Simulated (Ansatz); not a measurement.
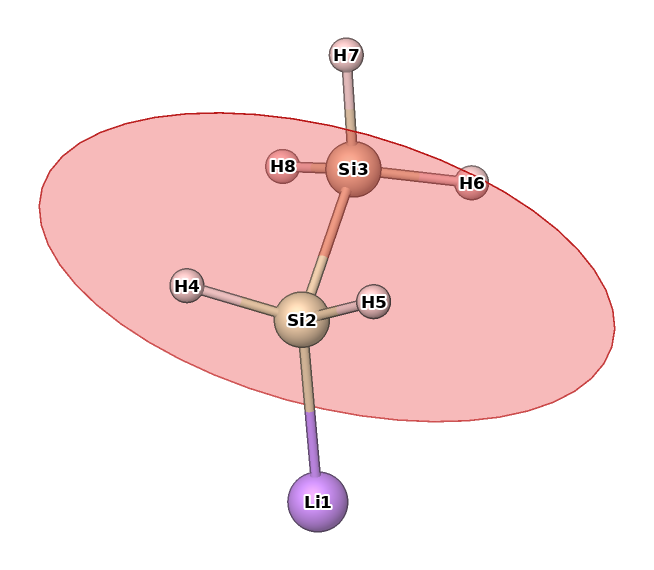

A disc through the centre of mass is drawn in. Atoms fade into the background with distance from the viewer. Computed geometry: PBE0-D4/def2-TZVP optimisation. No frequency run is at hand to confirm it as a minimum.

Q: Is the plane of the disc a mirror plane of the structure?

A: No. The point group is Cs, with 1 mirror plane, and this plane isn't one of its mirror planes.
